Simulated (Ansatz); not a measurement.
The relaxed structure here is a generated cell of ZrSe2: the first start was made by placing the elements on the sites of a structure type, and the end was not matched to a known phase here, so it may be hypothetical. Known forms of ZrSe2 include space group No. 164.

A relaxed structure of ZrSe2. The numbers are results of PBE (plane waves to 420 eV, PAW, scalar-relativistic; Ansatz, a first-principles code), not measurements.

Pn-3m, origin choice 1 (No. 224), cP6, AFLOW prototype A2B_cP6_224_b_a (C3, as in Cu2O); a = 5.8307 Å, b = 5.8307 Å, c = 5.8307 Å, α = 90.00°, β = 90.00°, γ = 90.00°.

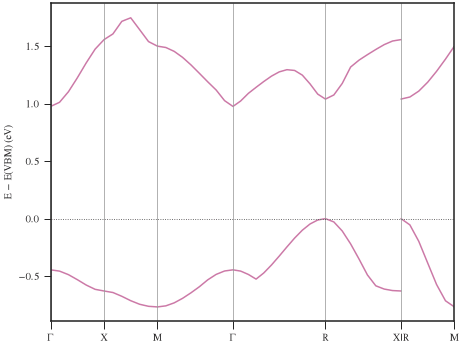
*Highest filled and lowest empty band along the path of this cell's Brillouin zone*

Question: Read off the gap and say whether it is direct.

Answer: 0.98 eV, indirect (valence top at R, conduction bottom at Γ) (no spin-orbit coupling).

Question: How far does the top valence band disperse along this path?

Answer: About 0.8 eV.

No spin polarisation in the result.

The run could not lose the symmetry of its start; a randomly shaken copy of 12 atoms returns to this structure.

All atoms sit on sites fixed by symmetry, so only the cell could relax.
